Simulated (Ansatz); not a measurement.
# BSiH₂ (doublet): inputs that go wrong at distance Si1–H4 = 1.833 Å

3 inputs are run for BSiH₂ (doublet) as typed; the log has to tell whether the result can be used and what must change.

The runs use Ansatz 0.2.0, Gaussian basis; the settings change from run to run.

19 further runs of the same task are left out: 1 for a mislabelled method, 11 that didn't finish, 7 set aside as unsound or not needed.

## 1. The system

The geometry derives from a PBE0/def2-TZVP stationary point (not a proven minimum). One bond is set to the value named and the two fragments are kept rigid.

4 atoms, charge 0, spin multiplicity 2.

Atoms are counted from 1 here; the program's logs count them from 0.

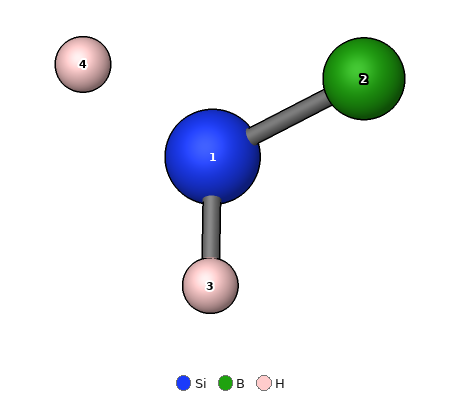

The structure; silicon blue, boron green, hydrogen pink; atoms are numbered from 1 in the order of the file.

## 2. Try 1

File in.yaml:

```yaml
crystal:
  periodic: [false, false, false]
  atoms:
    - {symbol: Si, position_ang: [-0.089335, -0.006580, 0.492077]}
    - {symbol: B, position_ang: [0.084139, -0.006581, -1.454067]}
    - {symbol: H, position_ang: [0.705440, -1.213418, 0.897495]}
    - {symbol: H, position_ang: [0.881344, 1.467361, 0.987222]}
basis:
  gaussian: {orbitals: def2-SVP}
magnetization: {spin_polarized: false, initial_magnetization: 1}
hamiltonian: {xc: {name: PBE0}}
correlation: {method: ccsd_t, frozen_orbitals: {Si: 9}}
output: {forces: true}
```

On the command line:

```
> ansatz run in.yaml --threads 1 --pin off --events-out ev --progress --plain --max-ram 2393MiB
```

Standard output:

```text
Functional definition: PBE0
  name "PBE0"
  cite "Adamo & Barone, J. Chem. Phys. 110, 6158 (1999) doi:10.1063/1.478522"
  cite "Perdew, Burke & Ernzerhof, Phys. Rev. Lett. 77, 3865 (1996) doi:10.1103/PhysRevLett.77.3865"
  parent pbe
  parameter a = 0.25
  parameter kappa = 0.804
  parameter beta = 0.06672455060314922
  exchange = (1 - a)*pbe_x(kappa = kappa, mu = beta*pi^2/3) + a*exact_x
  correlation = pbe_c(beta = beta)
Error: "frozen_orbitals" has no count for B
```

It took 0.06 s on 1 thread of Arm Neoverse V1, shared host.

What is wrong: The run was refused. The frozen-orbital counts are incomplete or too large. Cure: leave frozen_orbitals out, or give each element a count that its core has.

## 3. Try 2

File in.yaml:

```yaml
crystal:
  periodic: [false, false, false]
  atoms:
    - {symbol: Si, position_ang: [-0.089335, -0.006580, 0.492077]}
    - {symbol: B, position_ang: [0.084139, -0.006581, -1.454067]}
    - {symbol: H, position_ang: [0.705440, -1.213418, 0.897495]}
    - {symbol: H, position_ang: [0.881344, 1.467361, 0.987222]}
basis:
  gaussian: {orbitals: cc-pVDZ}
magnetization: {spin_polarized: false, initial_magnetization: 1}
correlation: {method: mp4, electrons: all, diis_vectors: 1}
```

Launched as before.

Standard output:

```text
Error: YAML parse error: error: line 11 column 23: unknown variant `mp4`, expected one of mp2, rpa, ccsd, ccsd_t, bccd, bccd_t, ccsdt, ccsdt_q, ccsdt_q_b, ccsdtq, fci, sc_nevpt2, fic_nevpt4_sd, fic_mrcisd_q, fic_mrcisd_q_relaxed
  --> <input>:11:23
   |
 9 |   gaussian: {orbitals: cc-pVDZ}
10 | magnetization: {spin_polarized: false, initial_magnetization: 1}
11 | correlation: {method: mp4, electrons: all, diis_vectors: 1}
   |                       ^ unknown variant `mp4`, expected one of mp2, rpa, ccsd, ccsd_t, bccd, bccd_t, ccsdt, ccsdt_q, ccsdt_q_b, ccsdtq, fci, sc_nevpt2, fic_nevpt4_sd, fic_mrcisd_q, fic_mrcisd_q_relaxed
```

Run time: 0.03 s. Hardware: 1 thread of Arm Neoverse V1, shared host.

What is wrong: The run was refused. The method's name isn't one that the program knows. To mend it, name one from the list in the message.

## 4. Try 3

File in.yaml:

```yaml
crystal:
  periodic: [false, false, false]
  atoms:
    - {symbol: Si, position_ang: [-0.089335, -0.006580, 0.492077]}
    - {symbol: B, position_ang: [0.084139, -0.006581, -1.454067]}
    - {symbol: H, position_ang: [0.705440, -1.213418, 0.897495]}
    - {symbol: H, position_ang: [0.881344, 1.467361, 0.987222]}
basis:
  gaussian: {orbitals: def2-mTZVP, fitting: {mean_field: def2-universal-jkfit}}
magnetization: {spin_polarized: false, initial_magnetization: 1}
correlation: {method: caspt2, electrons: outside_noble_gas}
```

Launched as before.

Standard output:

```text
Error: YAML parse error: error: line 11 column 23: unknown variant `caspt2`, expected one of mp2, rpa, ccsd, ccsd_t, bccd, bccd_t, ccsdt, ccsdt_q, ccsdt_q_b, ccsdtq, fci, sc_nevpt2, fic_nevpt4_sd, fic_mrcisd_q, fic_mrcisd_q_relaxed
  --> <input>:11:23
   |
 9 |   gaussian: {orbitals: def2-mTZVP, fitting: {mean_field: def2-universal-jkfit}}
10 | magnetization: {spin_polarized: false, initial_magnetization: 1}
11 | correlation: {method: caspt2, electrons: outside_noble_gas}
   |                       ^ unknown variant `caspt2`, expected one of mp2, rpa, ccsd, ccsd_t, bccd, bccd_t, ccsdt, ccsdt_q, ccsdt_q_b, ccsdtq, fci, sc_nevpt2, fic_nevpt4_sd, fic_mrcisd_q, fic_mrcisd_q_relaxed
```

Wall time 0.03 s (1 thread of Arm Neoverse V1, shared host).

Diagnosis: The run was refused. The method's name isn't one that the program knows. Cure: name one from the list in the message.

## 5. How the runs ended

```
try                level    ended                                                  cause    time
  1     CCSD(T)/def2-SVP  refused  the frozen-orbital counts are incomplete or too large  0.06 s
  2        'mp4'/cc-pVDZ  refused     the method's name isn't one that the program knows  0.03 s
  3  'caspt2'/def2-mTZVP  refused     the method's name isn't one that the program knows  0.03 s
```

3 refused.
